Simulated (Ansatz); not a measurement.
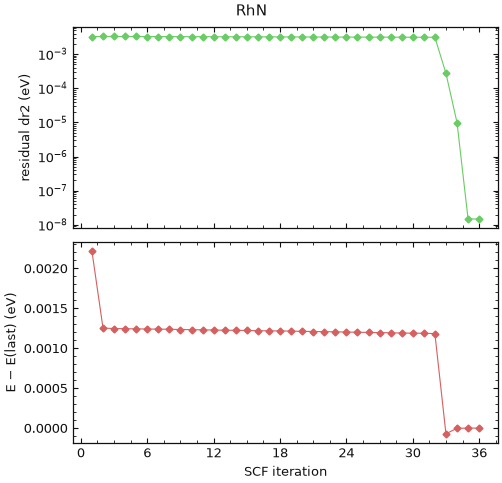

The plot shows the SCF iterations of a calculation: density residual dr2, Harris–Foulkes energy less its last value. The starting density is a sum of atomic densities corrected by a trained network.

RhN (2 atoms in the cell), run with Ansatz.

```
crystal:
  lattice:
    - [0.0, 2.2995982485, 2.2995982485]
    - [2.2995982485, 0.0, 2.2995982485]
    - [2.2995982485, 2.2995982485, 0.0]
  atoms:
    - { symbol: Rh, position: [0.0, 0.0, 0.0] }
    - { symbol: "N", position: [0.25, 0.25, 0.25] }
basis:
  ecutwfc: 420
  ecutrho_ratio: 4
kpoints:
  mp_grid: { grid: [12, 12, 12] }
hamiltonian:
  xc: pbe
scf:
  occupations: { method: gaussian, width: 0.05 }
  mixing: { algorithm: anderson, beta: 0.001, ndim: 1 }
  max_iter: 80
output:
  forces: true
  stress: true
```

Run as:
```bash
ansatz run input.yaml --threads 2 --pin off --max-ram 2662MiB --backend cpu --events-out ev --progress --plain --runs-dir out
```

Question: Was self-consistency reached?

Answer: Converged, in 36 iterations. Up to iteration 32 density mixing fails to converge: the residual never comes down: it stays between about 3 × 10⁻³ and 3 × 10⁻³. After iteration 32 the program gave up density mixing and went on by direct minimisation of the free energy, which closed the SCF.

Question: Read the residual at the first and at the last step drawn.

Answer: It starts near 3 × 10⁻³ and ends near 10⁻⁸ eV.

Question: Is anything amiss with this input?

Answer: The input holds an odd setting (mixing far too weak), but it does no harm here: the energy lies within 1 meV per atom of a run with usual settings.
